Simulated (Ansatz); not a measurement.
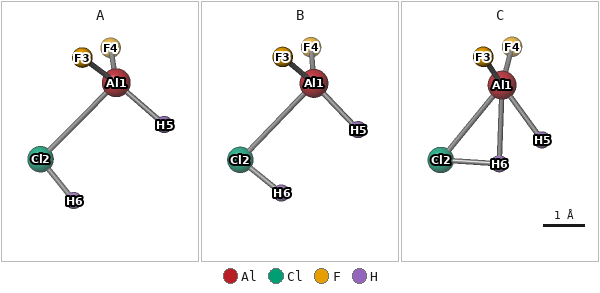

3 geometries from a converged minimum-energy path of AlH$_{2}$ClF$_{2}$, made up at the start of AlClF₂ and H$_{2}$, shuffled. Style: ball-and-stick. Shown at a tilt.

Level of theory: Ansatz 0.2.0, RKS B3LYP/cc-pVDZ. Settings: 7 movable images; climbing image; force threshold 0.05 eV/Å; iteration limit 60; starting path through a guess of the saddle point.

**Which frame is the transition state?**

C. In order along the path, whose images run from 0 to 8: C (image 4, +133.3 kJ/mol), B (image 7, +99.8 kJ/mol), A (image 8, +97.5 kJ/mol). Breaking: H5–H6 (0.77 → 1.23 at the top → 2.98 Å). Forming: Al1–H5 (2.26 → 1.66 at the top → 1.57 Å), Cl2–H6 (2.97 → 1.47 at the top → 1.30 Å).

Limits of the set-up: the start holds two separate molecules, 2.3 Å apart at their closest, whose relative position is a soft coordinate and is computed without a dispersion correction.

The run took 100 s on 1 thread of Intel(R) Xeon(R) 6975P-C (Granite Rapids) (shared host), peak memory 0.18 GiB.
